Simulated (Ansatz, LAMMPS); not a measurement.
## Glassy B2O3 (290 atoms): geometry optimisation

How does glassy B2O3 (290 atoms) relax, and what do bonds, charges and levels look like afterwards?

Method: Kohn-Sham DFT, PBE, PAW (set soft_2), plane waves, in Ansatz 0.2.0.

Measured values to set the calculation against. In-situ synchrotron X-ray diffraction of B2O3 glass under compression gave the average B-O distance from the total correlation function, which stays virtually unchanged from ambient pressure up to 5 GPa (“Nature of Structural Transformations in the B2O3 Glass under High   Pressure”, 2008, arxiv:0805.1828): nearest B–O distance 1.35 Å.

### 1. The starting structure

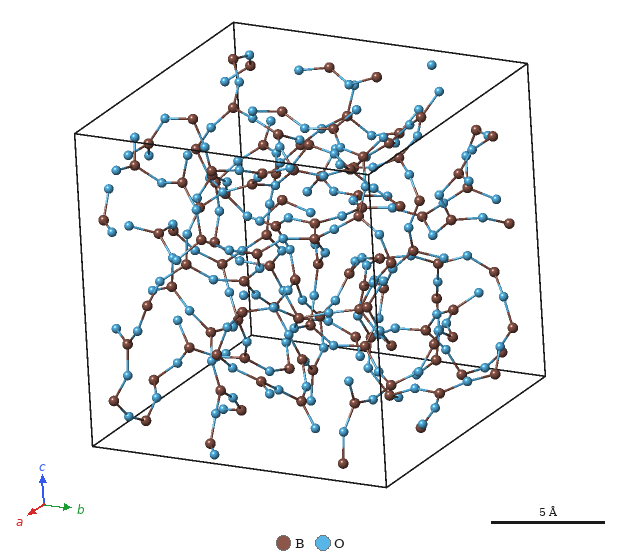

The cell as given, slightly off an axis (boron brown, oxygen blue). Bonds to atoms that aren't drawn are left out. Some periodic images of atoms are drawn too.

The cell holds 290 atoms: 116 B and 174 O. Its edges and angles: a = 14.893 Å, b = 14.893 Å, c = 14.893 Å, α = 90.0°, β = 90.0°, γ = 90.0°. 290 atoms (116 B, 174 O) placed at random at 1.93 g/cm³, melted at 3000 K for 20 ps at fixed volume with the Buckingham and Coulomb pair potential of Guillot and Sator (Geochim. Cosmochim. Acta 71, 1249 (2007)) with the boron terms of Wang et al. (J. Non-Cryst. Solids 498, 294 (2018)). Quenched from 3000 K to 300 K at 100 K/ps and fixed volume, held 10 ps at zero pressure.

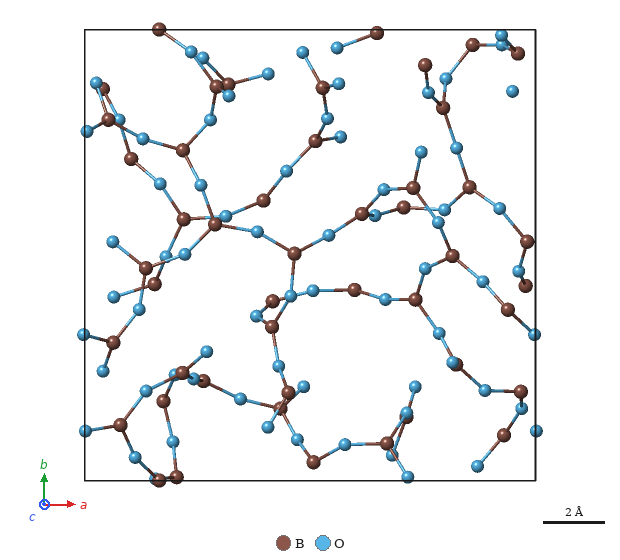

A slice 6 Å thick through the middle of the cell. Bonds to atoms that aren't drawn are left out.

Limits known from the start: The quench rate of 100 K/ps far exceeds what a furnace or splat quench reaches, so expect more defects and frozen-in strain than in a real sample. The network of bonds at the start is that of the classical potential that made the cell. Sampling is at Γ alone, for a cell whose shortest periodic width is 15 Å.

### 2. Making the structure

A classical potential supplies the starting structure, since it reaches far longer times than DFT.

This step: classical MD, Buckingham and Coulomb pair potential of Guillot and Sator (Geochim. Cosmochim. Acta 71, 1249 (2007)) with the boron terms of Wang et al. (J. Non-Cryst. Solids 498, 294 (2018)) (LAMMPS 22 Jul 2025 - Update 4).

The input, in.lmp:

```
# melt-quench of B116O174
units metal
atom_style charge
boundary p p p
region box block 0 15.1349 0 15.1349 0 15.1349
create_box 2 box
mass 1 10.8100   # B
mass 2 15.9990   # O
create_atoms 1 random 116 637382 NULL overlap 1.5 maxtry 2000
create_atoms 2 random 174 637389 NULL overlap 1.5 maxtry 2000
pair_style buck/coul/long 9.0
pair_coeff * * 0.0 1.0 0.0
pair_coeff 1 2 206941.81 0.124 35.0018   # B-O
pair_coeff 2 2 9022.79 0.265 85.0921   # O-O
pair_coeff 1 1 484.40 0.35 0.0   # B-B
set type 1 charge 1.4175
set type 2 charge -0.945
kspace_style pppm 1.0e-4
neigh_modify delay 0 every 1 check yes
thermo_style custom step time temp pe press density
thermo_modify norm yes
timestep 0.001
thermo 100
min_style cg
minimize 1e-4 1e-4 200 2000
reset_timestep 0
velocity all create 3000 637383 mom yes dist gaussian
fix lim all nve/limit 0.05
fix lan all langevin 3000 3000 0.1 637384 zero yes
thermo 500
run 1000 post no
unfix lim
unfix lan
thermo 3333
fix md all nvt temp 3000 3000 0.1
run 20000 post no
unfix md
thermo 2700
fix md all nvt temp 3000 300 0.1
run 27000 post no
unfix md
thermo 3333
fix md all npt temp 300 300 0.1 iso 0 0 1
run 10000 post no
unfix md
write_dump all custom glass.dump id type xs ys zs modify sort id
```

Launch:

```bash
$ lmp -in in.lmp -log none -nocite
```

Numbers of over 12 decimals in the logs are rounded to 6 here.

The log of the run:

```text
LAMMPS (22 Jul 2025 - Update 4)
Created orthogonal box = (0 0 0) to (15.1349 15.1349 15.1349)
Created 116 atoms
Created 174 atoms
PPPM initialization ...
  G vector (1/distance) = 0.32222668
  grid = 12 12 12
  estimated relative force accuracy = 8.1158397e-05
   Step          Time           Temp          PotEng         Press         Density
         0   0              0              2.3682587      1309132.3      1.9339876
       100   0.1            0             -11.623739     -16808.157      1.9339876
       101   0.101          0             -11.62489      -15871.6        1.9339876
Loop time of 0.24513 s on 1 MPI rank(s) for 101 steps with 290 atoms
Minimization stats:
  Stopping criterion = energy tolerance
  Energy initial, next-to-last, final =
      2.36825874203605   -11.623739407765  -11.6248895689301
  Force two-norm initial, final = 714.59587 7.6858643
  Iterations, force evaluations = 101 157
[... 7 lines left out ...]
      3333   3.333          2742.08       -11.458255      38857.156      1.9339876
      6666   6.666          2981.5766     -11.412113      12002.435      1.9339876
      9999   9.999          2825.6789     -11.442813      25324.815      1.9339876
     13332   13.332         3099.6773     -11.444376      8791.034       1.9339876
     16665   16.665         2876.0376     -11.444397     -407.26259      1.9339876
[... 2 lines left out ...]
Loop time of 22.9533 s on 1 MPI rank(s) for 20000 steps with 290 atoms
   Step          Time           Temp          PotEng         Press         Density
[... 12 lines left out ...]
Loop time of 30.0236 s on 1 MPI rank(s) for 27000 steps with 290 atoms
   Step          Time           Temp          PotEng         Press         Density
[... 1 line left out ...]
     49995   49.995         285.2432      -11.846247      3997.287       2.0241365
     53328   53.328         298.03913     -11.84627       6853.7674      2.0090481
     56661   56.661         311.42423     -11.853112      1249.0554      2.0213046
     58000   58             315.81115     -11.848508     -5346.395       2.0298471
Loop time of 12.4911 s on 1 MPI rank(s) for 10000 steps with 290 atoms
```

Wall time 67 s (1 thread of Arm Neoverse V2, shared host); peak memory 0.072 GiB.

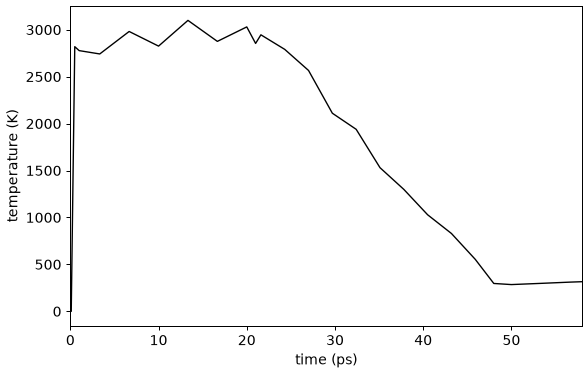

Temperature against time.

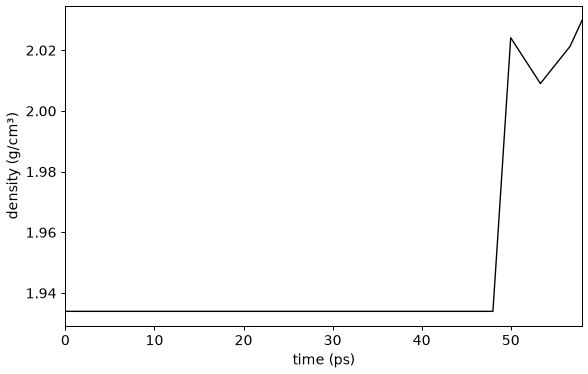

Density, plotted against time.

### 3. Single point at the start

A single point comes first, to see the forces before anything moves.

The input, input.yaml:

```yaml
crystal:
  lattice:
    - [14.8928, 0.0, 0.0]
    - [0.0, 14.8928, 0.0]
    - [0.0, 0.0, 14.8928]
  atoms:
    - { symbol: B, position: [0.07965, 0.12324, 0.65236] }
    - { symbol: B, position: [0.96754, 0.19719, 0.46367] }
    - { symbol: B, position: [0.77737, 0.32398, 0.14224] }
    - { symbol: B, position: [0.39872, 0.07276, 0.74664] }
    - { symbol: B, position: [0.89795, 0.3021, 0.8469] }
    - { symbol: B, position: [0.63524, 0.74722, 0.28924] }
    - { symbol: B, position: [0.44144, 0.79112, 0.82766] }
    - { symbol: B, position: [0.50794, 0.04079, 0.51983] }
    - { symbol: B, position: [0.15542, 0.43577, 0.30976] }
    - { symbol: B, position: [0.98164, 0.52994, 0.49252] }
    - { symbol: B, position: [0.79368, 0.68467, 0.98081] }
    - { symbol: B, position: [0.79517, 0.82666, 0.47448] }
    - { symbol: B, position: [0.81602, 0.49821, 0.61593] }
    - { symbol: B, position: [0.55029, 0.63408, 0.93843] }
    - { symbol: B, position: [0.82406, 0.2574, 0.55304] }
    - { symbol: B, position: [0.51209, 0.75302, 0.43092] }
    - { symbol: B, position: [0.46568, 0.50332, 0.58871] }
    - { symbol: B, position: [0.53212, 0.47892, 0.77997] }
    - { symbol: B, position: [0.25322, 0.74238, 0.20306] }
    - { symbol: B, position: [0.53782, 0.45405, 0.96578] }
    - { symbol: B, position: [0.13, 0.94094, 0.8055] }
    - { symbol: B, position: [0.44235, 0.22311, 0.11389] }
    - { symbol: B, position: [0.06788, 0.58555, 0.74688] }
    - { symbol: B, position: [0.18409, 0.81804, 0.04682] }
    - { symbol: B, position: [0.00256, 0.85796, 0.05919] }
    - { symbol: B, position: [0.45223, 0.19484, 0.63832] }
    - { symbol: B, position: [0.75205, 0.27397, 0.71167] }
    - { symbol: B, position: [0.23911, 0.64526, 0.78346] }
    - { symbol: B, position: [0.73778, 0.80953, 0.74908] }
    - { symbol: B, position: [0.89983, 0.1434, 0.88161] }
    - { symbol: B, position: [0.71105, 0.43537, 0.79256] }
    - { symbol: B, position: [0.24243, 0.61788, 0.99261] }
    [... 252 atom lines left out ...]
    - { symbol: O, position: [0.2079, 0.96856, 0.16419] }
    - { symbol: O, position: [0.8743, 0.03508, 0.78319] }
    - { symbol: O, position: [0.06275, 0.52959, 0.53627] }
    - { symbol: O, position: [0.60018, 0.08119, 0.13524] }
    - { symbol: O, position: [0.00829, 0.6764, 0.95527] }
    - { symbol: O, position: [0.09219, 0.84684, 0.04002] }
kpoints:
  mp_grid: { grid: [1, 1, 1] }
hamiltonian:
  xc: pbe
scf:
  occupations: { method: fixed }
output:
  forces: true
  stress: true
  populations: true
  dos:
    method: { smearing: { sigma: 0.1 } }
    de: 0.1
    projected: { site_lists: { B: [B], O: [O] } }
  eigenvalues: true
```

Launch:

```bash
$ ansatz run input.yaml --threads 8 --pin off --max-ram 15872MiB --backend cpu --events-out ev --progress --plain --runs-dir out
```

The log of the run:

```text
Engine: ansatz 0.2.0, aarch64-unknown-linux-gnu
Pseudopotentials: kind: paw
Pseudopotential: B, paw, valence charge 3, recommended cutoff 420 eV (normal), B.paw.azcp
Pseudopotential: O, paw, valence charge 6, recommended cutoff 420 eV (normal), O.paw.azcp
[... 5 lines on functional and potentials left out ...]
Crystal: 290 atoms, lattice volume = 3303.156 Å³
Basis set: ecut = 420 eV, 64493 PW (Γ), exchange–correlation on 200×200×200 points (8 copies of the dense FFT grid, shifted against one another)
Bands: 986, of which v1, the nominal top of the filled ones, is band 696 counted from 1 (695 counted from 0)
Symmetry: 1 space group operations
Space group: P1 (ITA 1), of the structure as read, at distance tolerance 1.5e-4 Å
k-points: 1
[... 5 lines on functional and potentials left out ...]
Initial density: superposition of atomic densities (neutral atoms: chi_scale 0, normalization atom), corrected by the library's trained network
Initial wavefunctions: pseudopotential atomic-orbital guess
Functional: x = pbe(κ = 0.804, μ = 0.219515), c = pbe(β = 0.066725)
SCF iter   1: F=—  HF=-117022.978136 eV  |F-HF|=—  |Δ(HF+E_count)|=         —  Δρ=4.50e-3  dr2=7.55e-1  ethr=1.77e-3  ⟨swp⟩=5.0  Hψ=3433  notcnv=0  defer=288
preconditioner: auto → Resta (q_TF=auto, 2.362 Å⁻¹)  ε∞=3.1  [insulator: Δε(μ)=2.986 eV  Ē_g=16.630 eV  n_scr=738 (ndim 8)  ℏωp=24.1 eV  f_vac=0.171  ε∞_Penn≈3.1]
SCF iter   2: F=—  HF=-117022.900379 eV  |F-HF|=—  |Δ(HF+E_count)|=   7.78e-2  Δρ=2.18e-3  dr2=1.56e-1  ethr=5.42e-5  ⟨swp⟩=3.0  Hψ=1661  notcnv=0  defer=288
SCF iter   3: F=—  HF=-117022.898378 eV  |F-HF|=—  |Δ(HF+E_count)|=   2.00e-3  Δρ=8.96e-4  dr2=3.83e-2  ethr=1.12e-5  ⟨swp⟩=3.0  Hψ=1228  notcnv=0  defer=288
SCF iter   4: F=—  HF=-117022.892672 eV  |F-HF|=—  |Δ(HF+E_count)|=   5.71e-3  Δρ=2.65e-4  dr2=2.71e-3  ethr=2.75e-6  ⟨swp⟩=3.0  Hψ=1229  notcnv=0  defer=288
SCF iter   5: F=—  HF=-117022.892634 eV  |F-HF|=—  |Δ(HF+E_count)|=   3.73e-5  Δρ=1.59e-4  dr2=6.70e-4  ethr=1.95e-7  ⟨swp⟩=3.0  Hψ=1663  notcnv=0  defer=288
SCF iter   6: F=—  HF=-117022.892579 eV  |F-HF|=—  |Δ(HF+E_count)|=   5.52e-5  Δρ=3.71e-5  dr2=4.18e-5  ethr=4.82e-8  ⟨swp⟩=3.0  Hψ=1398  notcnv=0  defer=288
SCF iter   7: F=—  HF=-117022.885500 eV  |F-HF|=—  |Δ(HF+E_count)|=   7.08e-3  Δρ=1.84e-5  dr2=9.18e-6  ethr=3.00e-9  ⟨swp⟩=3.0  Hψ=1398  notcnv=0  defer=288
SCF iter   8: F=—  HF=-117022.885501 eV  |F-HF|=—  |Δ(HF+E_count)|=   3.00e-7  Δρ=5.93e-6  dr2=9.81e-7  ethr=6.59e-10  ⟨swp⟩=3.0  Hψ=1399  notcnv=0  defer=288
SCF iter   9: F=-117022.885501 eV  HF=-117022.885501 eV  |F-HF|=3.14e-8  |Δ(HF+E_count)|=   4.24e-7  Δρ=1.62e-6  dr2=9.30e-8  ethr=7.18e-12  ⟨swp⟩=17.0  Hψ=7112  notcnv=0
SCF 1 converged in 9 iterations: F = -117022.885501 eV  dr2 = 9.30e-8
  greatest PAW one-centre occupation: 0.863 electrons in one spin orbital (limit 2), on the O atom at site 117 (counted from 0), in its partial waves of l = 0
SCF converged after 9 iterations
Free energy (F): -117022.885501 eV
Harris-Foulkes:  -117022.885501 eV  (|F-HF|=3.14e-8)
Internal energy: -117022.885501 eV  (E = F + TS)
E sigma→0 (E₀):  -117022.885501 eV
Fermi energy:    2.901426 eV
--- Per-component energies (eV) ---
  E_band       = -8608.526172
  E_kinetic    = 36010.746803
  E_local      = -97709.539012  (includes V_loc(G=0)·N_el)
  E_nonlocal   = 9701.362999
  E_hartree    = 35271.769585
  E_xc         = -16299.915200
  E_vxc        = -20450.504783  (∫ρ·V_xc dr)
  E_paw        = -36776.441060  (= ΣΔE_a)
  E_vpaw       = -6704.581212  (= ΣTr[D̂ρ^β])
  E_aug_tail   = 0.445312  (compensation charges beyond the density's cutoff)
  E_ewald      = -47221.314929
  E_smearing   = -0.000000  (= −TS)
  E_closure    = 0.000000  (closes the sum)
  Σ components = -117022.885501   (vs F -117022.885501, Δ=0.00e0)
--- Forces (eV/Å), atoms counted from 1 ---
  atom   1  B      1.37406804    -0.95512473    -0.77804407
  atom   2  B     -0.73109867     1.40176742     1.38427057
  atom   3  B     -2.35867163    -1.09348602    -0.16760392
  atom   4  B     -1.69760013     0.30811813     0.85090667
  atom   5  B      0.31096271    -0.20987106    -2.53893147
  atom   6  B      0.14638406     0.13147592     1.45923920
  atom   7  B     -1.38615569    -0.43383812    -1.17227587
  atom   8  B      0.52781522    -1.40944843     0.52449474
  atom   9  B     -0.19605098     1.20179901     1.15738762
  atom  10  B      0.08973474     0.15279756    -1.75966546
  atom  11  B      0.55365410     0.30965096     0.88576711
  atom  12  B      1.09657657     0.26852069    -1.25492492
  atom  13  B     -2.31497486    -1.02191525    -0.38605919
  atom  14  B     -1.64571966     0.96607119     2.25337974
[...]
atom 289  O     -0.80775770    -0.21531976     0.42485282
  atom 290  O      0.02810650     0.24450057    -0.39021213
  max |Σ_I F_I| component: 5.18e-5 eV/Å
--- Stress (GPa, compression-positive) ---
      -11.549670       0.173035       0.404115
        0.173030      -8.588147       0.995325
        0.404121       0.995323      -9.312837
  P = ⅓ Tr σ = -9.8169 GPa (-98.169 kbar)
--- Band table (eV) ---
  k-point 0: bands = ["-22.0270", "-19.4075", "-19.0737", "-18.9596", [... 970 levels ...], "13.8497", "13.8515", "13.8680", "13.8814", "13.8882", "13.9233", "13.9336", "13.9558", "13.9680", "13.9859", "14.0144", "14.0383"]
--- Löwdin populations: 290 sites ---
  site symbol       q [e]
     0      B      2.3171
     1      B      2.3250
     2      B      2.2931
[...]
289      O      6.3931
  spilling = 0.008847 (of n_electrons = 1392.000000)
```

Run time: 1.8 min. Hardware: 8 threads of Arm Neoverse V2, shared host; peak memory 6.9 GiB; 14 min of CPU time.

Reading the cycles: dr2 is the Hartree energy of the density residual (eV), the measure of convergence; HF is the Harris–Foulkes estimate of the energy, which meets the free energy F at convergence.

The run gave:

```yaml
free_energy: -117022.8855 eV
free_energy_per_atom: -403.5272 eV/atom
scf_cycles: 9
pressure: -9.817 GPa
r_m_s_force_component: 0.9944 eV/Å
longest_force: 5.588 eV/Å
fermi_energy: 2.901 eV
spacing_of_highest_filled_and_lowest_empty_level: 2.196 eV
spilling_of_the_projection: 0.008847
```

The r.m.s. force component of 0.99 eV/Å and the pressure of -9.8 GPa set the starting point.

Neighbours are counted within 1.83 Å (O-B).

Length of the force by element and coordination:

```
element  coordination  atoms  mean length of the force (eV/Å)  spread  least  most
      B           all    116                             2.04   0.916  0.434  5.59
      B             3    115                             2.03   0.915  0.434  5.59
      B             4      1                             3.03       0   3.03  3.03
      O           all    174                             1.10   0.638  0.225  4.42
      O             2    173                             1.10   0.639  0.225  4.42
      O             3      1                             1.32       0   1.32  1.32
```

(Part 1 of 3 ends here.)

[Logs are printed without paths, hosts, clocks, repeated set-up lines and the standing remarks that a program may print on its own settings, such as how far it seeks lower states.]

[Hosts, paths, dates, database ids (printed as entryN), source tags and the programs' standing remarks are cut or masked in the printed files.]
